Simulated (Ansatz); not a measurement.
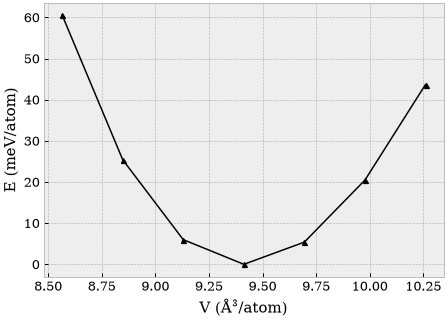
Figure. MgTiNO in space group P4/mmm (No. 123; Ti on 1a, N on 1c, Mg on 1d, O on 1b) under volume change, the program Ansatz at the PBEsol level (PAW), shape and atoms relaxed at each volume.

Problem. What does a third-order Birch–Murnaghan fit give for V₀, B₀ and B′?

Solution. V₀ = 9.41 Å³/atom, B₀ = 214 GPa, B′ = 4.5.

The start of the workflow was typed in or built on a structure type; neither database checked (COD, Materials Project) lists it. Its standing as an ambient phase is unchecked. The cell was relaxed with PBEsol under the symmetry of its start; whether a distortion lowers the energy is not shown. The workflow began spin-polarised and lost its moments.

Potentials: the later of the program's two PAW sets.
